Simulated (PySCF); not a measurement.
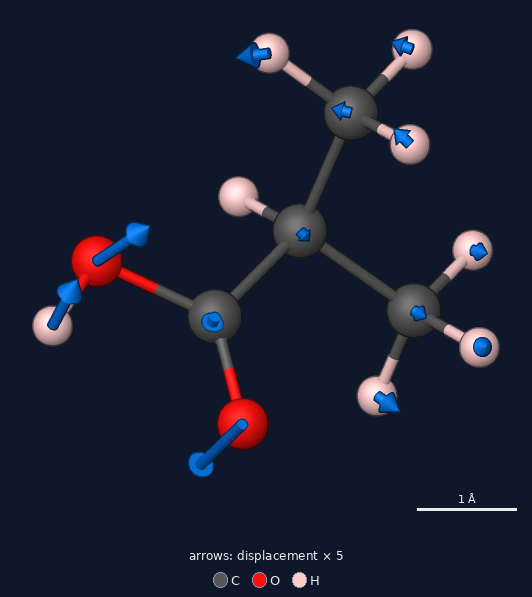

A relaxation of C4H8O2. The starting structure is drawn; blue arrows show the displacements, magnified 5 times. The two geometries are superimposed by the best rigid fit.

Style: ball-and-stick. Shown at a tilt.

The start comes from MMFF94s.

Theory: PBE0-D3(BJ)/def2-SVP geometry optimisation, gas phase (PySCF 2.14.0, density-fitted response routines). 

Q: Which element moves most?

A: Oxygen: up to 0.29 Å, against 0.15 Å for hydrogen.

Q: Describe the change and its energy.

A: Over 4 geometry steps the energy falls by 0.046 eV. The largest force component goes from 1.2 to 0.0096 eV/Å. The atom that moves furthest after the best rigid fit is an O atom (0.29 Å). By element the largest moves are O 0.29 Å, H 0.15 Å, C 0.06 Å. Among the contacts that change: C–O 1.219 → 1.203 Å, H–O 0.980 → 0.969 Å, C–H 1.097 → 1.105 Å, C–C 1.526 → 1.519 Å. Among the angles between lasting bonds that change: C–C–H 107.7° → 105.2°, C–O–H 103.9° → 106.3°, C–C–H 109.8° → 107.5°. The run took about 19 core-seconds on a shared host.
